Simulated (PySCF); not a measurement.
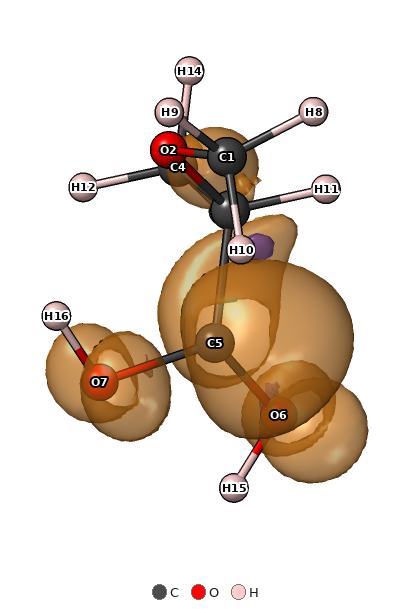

Figure. C₄H₉O₃ (SMILES CO[C@H](C)[C](O)O) (doublet). Isosurfaces of the spin density (α minus β) at +0.02 (orange) and −0.02 e/Å³ (purple), seen at an oblique angle.

Geometry: GFN2-xTB.

Theory: UKS B3LYP, pcH-1 on C H O, non-relativistic, mean-field spin-orbit, GIAO in PySCF 2.14.0, density-fitted response routines.

```csv
atom,x (Å),y (Å),z (Å)
C,1.9396,-0.9294,0.6168
O,1.1373,0.2195,0.7458
C,0.0718,0.2725,-0.1904
C,-0.4596,1.7133,-0.2041
C,-0.9905,-0.7188,0.2222
O,-2.0317,-0.9038,-0.6481
O,-1.3732,-0.6885,1.5516
H,2.4509,-0.9446,-0.3527
H,2.6772,-0.8852,1.4160
H,1.3399,-1.8417,0.7124
H,0.4273,0.0080,-1.1971
H,-0.8171,1.9861,0.7856
H,-1.2753,1.7842,-0.9174
H,0.3377,2.3940,-0.4893
H,-2.8075,-1.1445,-0.1271
H,-0.6345,-0.3123,2.0485
```

Question: Where is the unpaired spin?

Answer: The unpaired spin (1 electron) lies mostly on C5 (about 0.6), O6 (about 0.2) and O7 (about 0.1), in electrons by Hirshfeld's partition.
